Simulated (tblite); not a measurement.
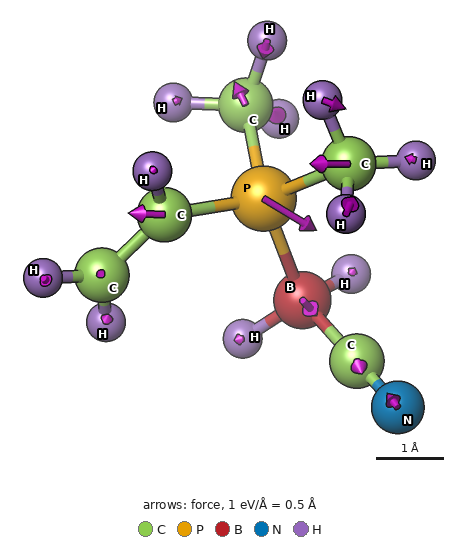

Starting geometry of C5H11BNP with the computed forces as purple arrows. A ball-and-stick model, seen face on.

These are results of GFN2-xTB geometry optimisation, gas phase in tblite, not measurements. 

Q: Is this structure relaxed? If not, where do the atoms go?

A: It isn't relaxed: the largest force vector, on the P atom, is 2.02 eV/Å. The final displacements have little in common with the starting forces (cosine between the two patterns 0.15). The energy falls by 9.76 kcal/mol in 152 geometry steps. An H atom moves most after the best rigid fit: 1.03 Å. By element the largest moves are H 1.03 Å, N 1.02 Å, C 0.57 Å, B 0.20 Å, P 0.16 Å. Near-neighbour distances that change, for instance: C–P 1.765 → 1.811 Å, B–P 1.889 → 1.926 Å, C–H 1.125 → 1.089 Å, C–P 1.819 → 1.836 Å. Bond angles that change, for instance: H–B–H 106.7° → 114.6°, P–B–C 109.0° → 101.3°, P–C–H 104.2° → 111.4°. Groups turn about C–P by about 35°, C–P by about 35°.
